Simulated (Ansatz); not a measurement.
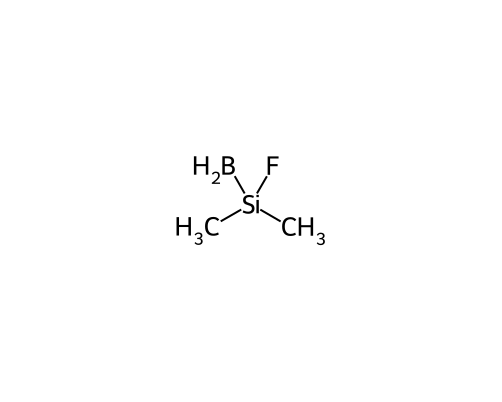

Skeletal drawing of a molecule.

Transcribe the drawing into SMILES.

B[Si](C)(C)F

Give the formula, hydrogens included.

C2H8BFSi.

An optimisation with PBE0-D4/def2-TZVP gave a structure of which point group?

Cs.

More results for the same structure follow; atom numbers are the same in all pictures, views and colours differ. Computed geometry: PBE0-D4/def2-TZVP optimisation. No frequency run is at hand to confirm it as a minimum.

Geometry

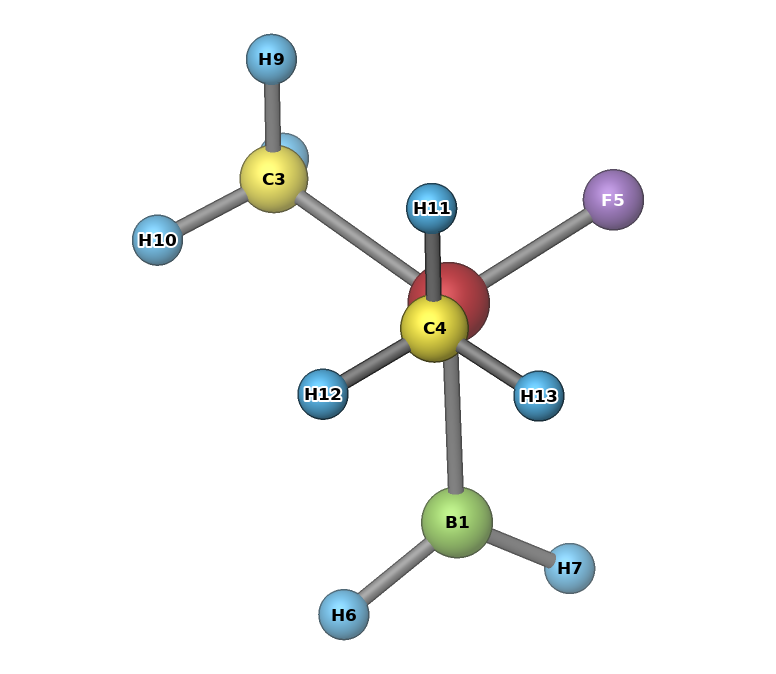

Si2 lies behind C4. The molecule seen nearly along the C4–Si2 bond, C4 in front. Depth is shown by fading: the farther an atom, the more it takes the colour of the background. No frequency run is at hand to confirm it as a minimum.

What is the torsion angle H11–C4–Si2–F5? The sign is positive where the front bond must turn clockwise to cover the back bond.

59°, synclinal (gauche). The bonds about C4–Si2 are staggered.

Dipole moment

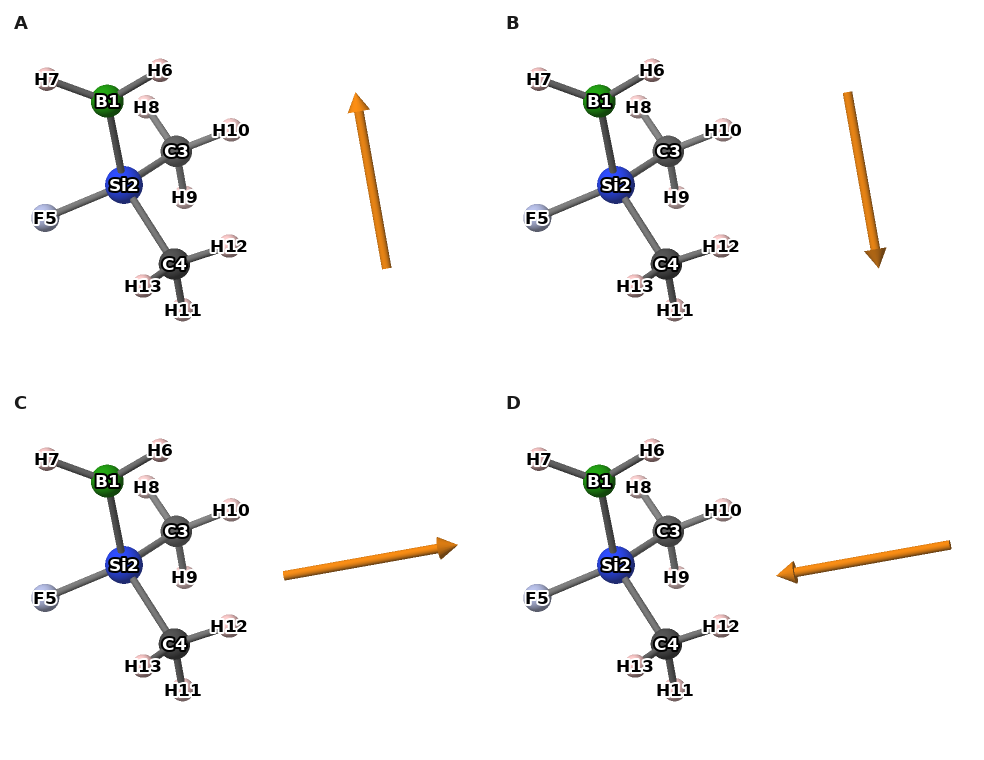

The same molecule four times, each with an arrow. No frequency run is at hand to confirm it as a minimum. Properties computed with RKS ωB97M-V/def2-TZVPP (Ansatz 0.2.0).

Which arrow points along the dipole moment, from the negative to the positive end?

C. The dipole moment is 1.69 D; it points from the side of F5 to the side of H10, H12 (the outermost atoms at the two ends).

Levels of theory compared

No frequency run is at hand to confirm it as a minimum. Program: Ansatz 0.2.0.

Tabulate HOMO–LUMO gap (eV) at these levels: B3LYP-D4/def2-TZVPP; PBE-D4/def2-TZVPP; PBE0-D4/def2-TZVPP; r2SCAN-D4/def2-TZVPP; ωB97M-V/def2-TZVPP; ωB97X-V/def2-TZVPP.

| level | HOMO–LUMO gap (eV) |
| --- | --- |
| B3LYP-D4/def2-TZVPP | 5.10 |
| PBE-D4/def2-TZVPP | 3.21 |
| PBE0-D4/def2-TZVPP | 5.49 |
| r2SCAN-D4/def2-TZVPP | 3.82 |
| ωB97M-V/def2-TZVPP | 9.61 |
| ωB97X-V/def2-TZVPP | 10.07 |

Charges

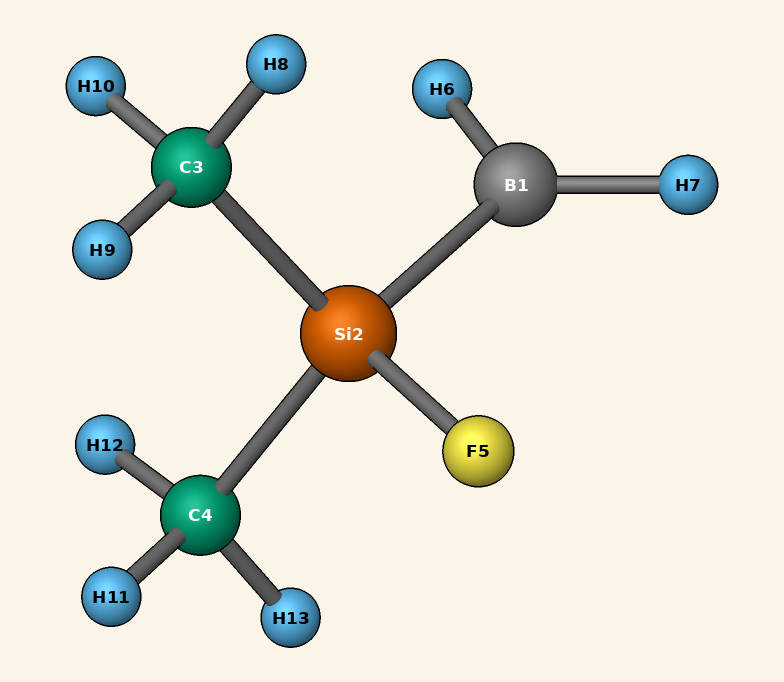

The questions are on Mulliken charges. No frequency run is at hand to confirm it as a minimum. Level of theory: RKS r2SCAN-D4/def2-TZVPP (Ansatz 0.2.0).

Give the Mulliken charges atom by atom.

```tsv
atom	value (e)
B1	−0.12
Si2	0.64
C3	−0.33
C4	−0.33
F5	−0.35
H6	0.01
H7	0.03
H8	0.07
H9	0.08
H10	0.07
H11	0.08
H12	0.07
H13	0.07
```

Mulliken values depend strongly on the basis set and can even reverse the polarity of a bond.
